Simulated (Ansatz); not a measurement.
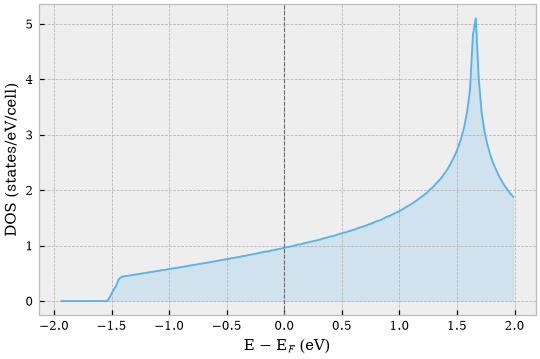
Density of states of NaWO$_{3}$ (Pm-3m) near the Fermi level, Ansatz (a program for electronic structure) with PBEsol, rigid bands.

### Question
With 5 atoms a cell, what bare Sommerfeld coefficient γ = (π²/3) k_B² N(E_F) follows?

### Answer
N(E_F) ≈ 0.96 states/eV a cell at 300 K, so γ ≈ 0.45 mJ/(mol of atoms·K²), before electron-phonon enhancement.

### Question
How far does the Fermi level move in a rigid band for 0.1 electron a cell added or removed?

### Answer
102 meV and -107 meV.

A metal at this level (no band gap); rigid bands, thermally averaged at 300 K, both spins. Spin-orbit coupling is left out, which matters with elements this heavy. Geometry: cell and atoms relaxed with PBEsol.

Formula and space group known from diffraction (Crystallography Open Database), not checked to be the room-temperature form: NaWO3 (Pm-3m).
